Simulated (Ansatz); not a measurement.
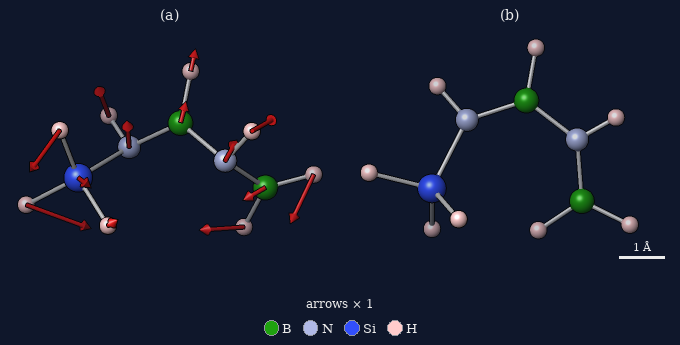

The structure of B2SiN2H8 (coarse preliminary run) before (left) and after (right) a relaxation, at one scale. The red arrows give the displacements, at their true length.

The picture is a ball-and-stick view, seen face on.

The start comes from a force field.

The calculation used RKS PBE-D4/def2-SVP (Ansatz). Settings: force threshold 0.03 eV/Å; at most 200 steps.

Q: Describe what moved and what it gained.

A: The largest move after the best rigid fit is that of an H atom, 1.71 Å. Largest moves by element: H 1.71 Å, N 0.93 Å, B 0.65 Å, Si 0.42 Å. Near-neighbour distances that change, for instance: B–N 1.512 → 1.412 Å, B–H 1.144 → 1.218 Å, B–N 1.529 → 1.457 Å, H–N 1.071 → 1.025 Å. Bond angles that change, for instance: B–N–B 106.5° → 130.9°, B–N–Si 111.2° → 134.4°, B–N–H 106.6° → 115.6°. After 19 accepted moves (20 points after the start) the energy has fallen by 141.4 kJ/mol. The largest force component goes from 3 to 0.019 eV/Å. The line search rejected the trial step at point 17 of the run.
